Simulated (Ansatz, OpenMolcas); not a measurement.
**How basis sets differ on BNH3OF (SMILES NB(O)F)**

BNH3OF: 7 atoms, total charge 0, spin state singlet. SMILES: `NB(O)F`. The shape is that of a PBE0-D4/def2-TZVP optimisation. This is one conformer, not always the lowest.

Quantity: the HOMO–LUMO gap, in eV. The values are calculated.

```
              level          kind     program  value (eV)
HF/ANO-XS-MB (DKH2)  Hartree–Fock  OpenMolcas       18.92
          HF/STO-3G  Hartree–Fock      Ansatz       20.20
           HF/3-21G  Hartree–Fock      Ansatz       18.15
       HF/6-311+G**  Hartree–Fock      Ansatz       13.04
```

The values span 13.04 to 20.20 eV. A Hartree–Fock LUMO above zero doesn't converge with the basis: it sinks as sets grow more diffuse. Orbital gaps aren't excitation energies.

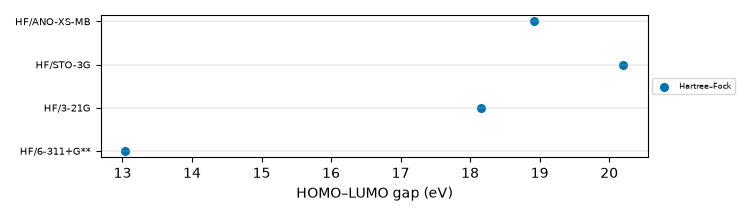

The values of the table, level by level.
